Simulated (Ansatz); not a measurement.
Breaking the B1–F3 bond in BF2H (SMILES FBF) (multiplicity 1 held, fragments rigid). Energies count from the point at 1.318 Å.
Geometry at that point (charge 0, multiplicity 1):
```xyz
4

B     -0.235    -0.385     0.082
H     -0.844    -1.382     0.294
F      0.899    -0.139     0.705
F     -0.675     0.506    -0.783
```

Restricted levels (R-, RO-) in cc, def2 and unpolarised 6-31G sets keep to the state of the molecule at rest. U- levels take the lowest unrestricted solution at each point, which mixes spins at long bonds. Levels need not reach the same state.

Frozen-core correlation.

Programs: Ansatz (an electronic-structure program). Each number belongs to the level named beside it.

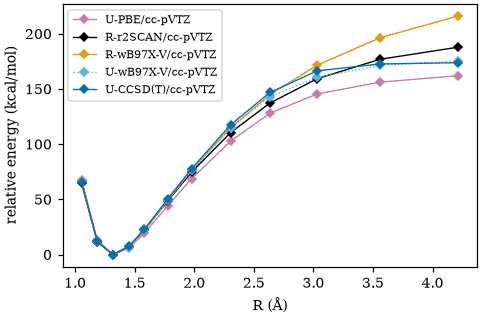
*Relative energy along the coordinate*

Doubts at one or more of the structures used: a spin-contaminated determinant (U-PBE/cc-pVTZ, U-wB97X-V/cc-pVTZ, U-CCSD(T)/cc-pVTZ); a restricted determinant that unrestricted orbitals would lower (R-r2SCAN/cc-pVTZ, R-wB97X-V/cc-pVTZ); T1 above 0.05 (U-CCSD(T)/cc-pVTZ).
